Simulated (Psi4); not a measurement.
**doublet [C2F4]+ at 3 levels**

Wanted: a comparison of 3 runs (U-r2SCAN/6-31G*, UM06-2X/6-31G*, UPBE0/6-31G*) of doublet [C2F4]+. 

The results are computed with Psi4 1.11.

## 1. The system as given

[C2F4]+: 6 atoms, total charge +1, spin state doublet. As SMILES of the parent species, `FC(F)=C(F)F`. The shape is that of a PBE0-D4/def2-TZVP optimisation. That shape belongs to the parent species and isn't relaxed for this state.

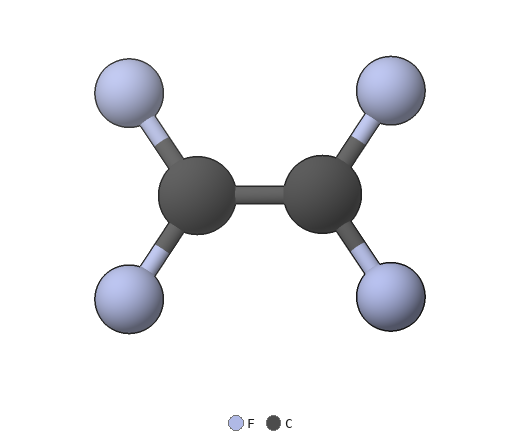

Viewed from a chosen angle; fluorine light blue, carbon dark grey.

## 2. Energy and gradient at U-r2SCAN/6-31G(d) (spherical functions) (run 1)

The input, calc.dat:

```
memory 1.6 GB

molecule molecule1 {
  1 2
  F      1.169200    -1.134500    -0.708000
  C      0.202500    -0.640200     0.025700
  F     -0.337500    -1.520600     0.832300
  C     -0.188400     0.618800    -0.041100
  F      0.351500     1.499300    -0.847600
  F     -1.155200     1.113100     0.692600
  symmetry c1
  no_reorient
  no_com
}

set reference uks
set puream true
set e_convergence 1e-09
set d_convergence 1e-08
set scf_type pk
set dft_radial_points 99
set dft_spherical_points 590
set maxiter 100

E, wfn = gradient("r2scan/6-31G*", return_wfn=True)
oeprop(wfn, "LOWDIN_CHARGES", "WIBERG_LOWDIN_INDICES", "MAYER_INDICES")
```

On the command line:

```bash
psi4 -i calc.dat -o calc.out -n 1
```

calc.out:

```text
[...]
  Running in c1 symmetry.
[...]
  Nuclear repulsion =  245.555220689731556
[...]
  Multiplicity = 2
[...]
  Nalpha       = 24
  Nbeta        = 23
[...]
    Number of basis functions: 84
[...]
   @UKS iter   1:  -474.91744110771458    3.16828e-01   3.16305e-03 DIIS/ADIIS
[...]
   @UKS iter  12:  -474.94000253531425   -1.60867e-11   6.10515e-09 DIIS
[...]
   @S^2 Observed:                7.528159823E-01
[...]
    Orbital Energies [Eh]
    ---------------------
    Alpha Occupied:
       1A    -24.858777     2A    -24.858712     3A    -24.858707
       4A    -24.858680     5A    -10.574664     6A    -10.573946
       7A     -1.569085     8A     -1.552068     9A     -1.507216
      10A     -1.495736    11A     -1.109679    12A     -0.911498
      13A     -0.870455    14A     -0.863869    15A     -0.828472
      16A     -0.815453    17A     -0.766584    18A     -0.722060
      19A     -0.706684    20A     -0.702130    21A     -0.693839
      22A     -0.687733    23A     -0.668831    24A     -0.551341
    Alpha Virtual:
      25A     -0.325168    26A     -0.263229    27A     -0.204213
[...]
  @UKS Final Energy:  -474.94000253531425
   => Energetics <=
    Nuclear Repulsion Energy =            245.5552206897315557
    One-Electron Energy =               -1132.8974544646814593
    Two-Electron Energy =                 464.4683660533015654
    DFT Exchange-Correlation Energy =     -52.0661348136658617
    Empirical Dispersion Energy =           0.0000000000000000
    VV10 Nonlocal Energy =                  0.0000000000000000
    Total Energy =                       -474.9400025353142496
[...]
 Multipole Moments:
 ------------------------------------------------------------------------------------
     Multipole            Electronic (a.u.)      Nuclear  (a.u.)        Total (a.u.)
 ------------------------------------------------------------------------------------
 L = 1.  Multiply by 2.5417464519 to convert [e a0] to [Debye]
 Dipole X            :         -0.6226507            0.6360818            0.0134311
 Dipole Y            :          0.9485940           -0.9688626           -0.0202686
 Dipole Z            :          0.6821055           -0.6967420           -0.0146365
 Magnitude           :                                                    0.0283802
[...]
  -Total Gradient:
     Atom            X                  Y                   Z
    ------   -----------------  -----------------  -----------------
       1        0.025604161590    -0.023747866012    -0.015780855225
       2       -0.044851516247     0.144553573347    -0.007681958866
       3       -0.008193913040    -0.032435811428     0.018781997713
       4        0.044916222389    -0.144582552498     0.007636125083
       5        0.008169075336     0.032433529493    -0.018757039278
       6       -0.025644036510     0.023779106871     0.015801744267
[...]
```

It took 30 s on 1 thread of Intel Xeon 6975P-C (Granite Rapids), shared host; peak memory 0.87 GiB.

## 3. Energy and gradient at UM06-2X/6-31G(d) (spherical functions) (run 2)

The input, c2f4.xyz:

```xyz
6
C2F4
F      1.169200    -1.134500    -0.708000
C      0.202500    -0.640200     0.025700
F     -0.337500    -1.520600     0.832300
C     -0.188400     0.618800    -0.041100
F      0.351500     1.499300    -0.847600
F     -1.155200     1.113100     0.692600
```

The input, run_ase.py:

```python
import numpy as np
from ase.calculators.psi4 import Psi4
from ase.io import read

a = read('c2f4.xyz')
calc = Psi4(atoms=a, method='m06-2x', basis='6-31G*', memory='1600MB', num_threads=1, charge=1, multiplicity=2, label='calc', reference='uks')
calc.psi4.set_options({'puream': True, 'e_convergence': 1e-09, 'd_convergence': 1e-08, 'scf_type': 'pk', 'dft_radial_points': 99, 'dft_spherical_points': 590, 'maxiter': 100})
a.calc = calc

forces = a.get_forces()
print(f'energy: {a.get_potential_energy():.6f} eV')
print('forces / eV A^-1')
print(np.round(forces, 5))
```

On the command line:

```bash
python run_ase.py
```

calc.dat:

```text
[...]
  Running in c1 symmetry.
[...]
  Nuclear repulsion =  245.555220689731556
[...]
  Multiplicity = 2
[...]
  Nalpha       = 24
  Nbeta        = 23
[...]
    Number of basis functions: 84
[...]
   @UKS iter   1:  -474.88332133479776    2.33604e-01   5.23444e-03 ADIIS/DIIS
[...]
   @UKS iter  13:  -474.96237657484829   -4.54747e-13   1.05291e-09 DIIS
[...]
   @S^2 Observed:                7.523890055E-01
[...]
    Orbital Energies [Eh]
    ---------------------
    Alpha Occupied:
       1A    -25.611837     2A    -25.611790     3A    -25.611774
       4A    -25.611754     5A    -11.090925     6A    -11.089820
       7A     -1.756755     8A     -1.738608     9A     -1.691568
      10A     -1.679162    11A     -1.257869    12A     -1.053024
      13A     -1.012176    14A     -1.000135    15A     -0.967305
      16A     -0.942597    17A     -0.910712    18A     -0.870662
      19A     -0.853101    20A     -0.847374    21A     -0.830855
      22A     -0.827780    23A     -0.813519    24A     -0.648424
    Alpha Virtual:
      25A     -0.252102    26A     -0.189190    27A     -0.103560
[...]
  @UKS Final Energy:  -474.96237657484829
   => Energetics <=
    Nuclear Repulsion Energy =            245.5552206897315557
    One-Electron Energy =               -1132.5468202174270118
    Two-Electron Energy =                 437.0318711313112203
    DFT Exchange-Correlation Energy =     -25.0026481784640211
    Empirical Dispersion Energy =           0.0000000000000000
    VV10 Nonlocal Energy =                  0.0000000000000000
    Total Energy =                       -474.9623765748482924
[...]
 Multipole Moments:
 ------------------------------------------------------------------------------------
     Multipole            Electronic (a.u.)      Nuclear  (a.u.)        Total (a.u.)
 ------------------------------------------------------------------------------------
 L = 1.  Multiply by 2.5417464519 to convert [e a0] to [Debye]
 Dipole X            :          0.0001473            0.0000453            0.0001926
 Dipole Y            :         -0.0000660           -0.0000226           -0.0000886
 Dipole Z            :         -0.0001059           -0.0000226           -0.0001285
 Magnitude           :                                                    0.0002479
[...]
  -Total Gradient:
     Atom            X                  Y                   Z
    ------   -----------------  -----------------  -----------------
       1        0.035887443911    -0.029114855671    -0.023548582757
       2       -0.050217773654     0.161844043615    -0.008598685824
       3       -0.013876108376    -0.041894225023     0.027335968383
       4        0.050285810314    -0.161873632440     0.008550596777
       5        0.013849834449     0.041892451195    -0.027309340492
       6       -0.035929248431     0.029146179151     0.023570082828
[...]
```

The script printed:

```text
energy: -12924.384576 eV
forces / eV A^-1
[[-1.84541  1.49715  1.21092]
 [ 2.5823  -8.32236  0.44216]
 [ 0.71354  2.15429 -1.40567]
 [-2.5858   8.32388 -0.43969]
 [-0.71219 -2.1542   1.4043 ]
 [ 1.84756 -1.49876 -1.21202]]
```

Run time: 29 s. Hardware: 1 thread of Intel Xeon 6975P-C (Granite Rapids), shared host; peak memory 0.88 GiB.

## 4. A single-point energy at UPBE0/6-31G(d) (spherical functions) (run 3)

The input, c2f4.dat:

```
memory 1.6 GB

molecule mol {
  1 2
  F
  C 1 1.310403
  F 2 1.310461 1 113.27803
  C 2 1.31998 1 123.36136 3 -179.99481
  F 4 1.310425 2 123.36791 1 -0.00722
  F 4 1.310477 5 113.2713 2 179.99658
  symmetry c1
}

set globals {
  basis 6-31G*
  reference uks
  puream true
  e_convergence 1e-09
  d_convergence 1e-08
  scf_type pk
  dft_radial_points 99
  dft_spherical_points 590
  maxiter 100
}

e, wfn = energy('pbe0', return_wfn=True)
```

On the command line:

```bash
psi4 -n 1 c2f4.dat c2f4.out
```

c2f4.out:

```text
[...]
  Running in c1 symmetry.
[...]
  Nuclear repulsion =  245.555227630409746
[...]
  Multiplicity = 2
[...]
  Nalpha       = 24
  Nbeta        = 23
[...]
    Number of basis functions: 84
[...]
   @UKS iter   1:  -474.63691208492924    2.73730e-01   4.09584e-03 ADIIS/DIIS
[...]
   @UKS iter  12:  -474.67888122331254   -3.63798e-12   4.10078e-09 DIIS
[...]
   @S^2 Observed:                7.514257715E-01
[...]
    Orbital Energies [Eh]
    ---------------------
    Alpha Occupied:
       1A    -25.140343     2A    -25.140281     3A    -25.140271
       4A    -25.140246     5A    -10.767334     6A    -10.766431
       7A     -1.644515     8A     -1.626880     9A     -1.581275
      10A     -1.569248    11A     -1.174941    12A     -0.972485
      13A     -0.932821    14A     -0.923903    15A     -0.888123
      16A     -0.872422    17A     -0.828345    18A     -0.785677
      19A     -0.769877    20A     -0.764701    21A     -0.752846
      22A     -0.749255    23A     -0.730623    24A     -0.595877
    Alpha Virtual:
      25A     -0.291735    26A     -0.229131    27A     -0.157865
[...]
  @UKS Final Energy:  -474.67888122331254
   => Energetics <=
    Nuclear Repulsion Energy =            245.5552276304097461
    One-Electron Energy =               -1132.7978382417741159
    Two-Electron Energy =                 451.8296832195090929
    DFT Exchange-Correlation Energy =     -39.2659538314572316
    Empirical Dispersion Energy =           0.0000000000000000
    VV10 Nonlocal Energy =                  0.0000000000000000
    Total Energy =                       -474.6788812233125441
[...]
 Multipole Moments:
 ------------------------------------------------------------------------------------
     Multipole            Electronic (a.u.)      Nuclear  (a.u.)        Total (a.u.)
 ------------------------------------------------------------------------------------
 L = 1.  Multiply by 2.5417464519 to convert [e a0] to [Debye]
 Dipole X            :          0.0000052            0.0000084            0.0000136
 Dipole Y            :          0.0000054           -0.0000045            0.0000009
 Dipole Z            :         -0.0001842           -0.0000547           -0.0002389
 Magnitude           :                                                    0.0002393
[...]
```

It took 13 s on 1 thread of Intel Xeon 6975P-C (Granite Rapids), shared host; peak memory 0.99 GiB.

## 5. Overview of the runs

```csv
run,level,properties,task,energy (Eh),HOMO energy (eV),LUMO energy (eV),⟨S²⟩,wall time
1,U-r2SCAN/6-31G* (spherical functions),"(lowdin, wiberg, mayer)",gradient,-474.940003,-15.00,-13.38,0.753,30 s
2,UM06-2X/6-31G* (spherical functions),–,gradient,-474.962377,-17.64,-11.82,0.752,29 s
3,UPBE0/6-31G* (spherical functions),–,energy,-474.678881,-16.21,-12.68,0.751,13 s
```

## 6. Summary of results

```
                                 quantity          value
                      run 3: total energy  -474.67888 Eh
run 3: HOMO energy (highest over α and β)      -16.21 eV
 run 3: LUMO energy (lowest over α and β)      -12.68 eV
                              run 3: ⟨S²⟩          0.751
```

**Reading.** Totals of different functionals can't be ranked against each other. All runs together took 72 s, the longest 30 s.
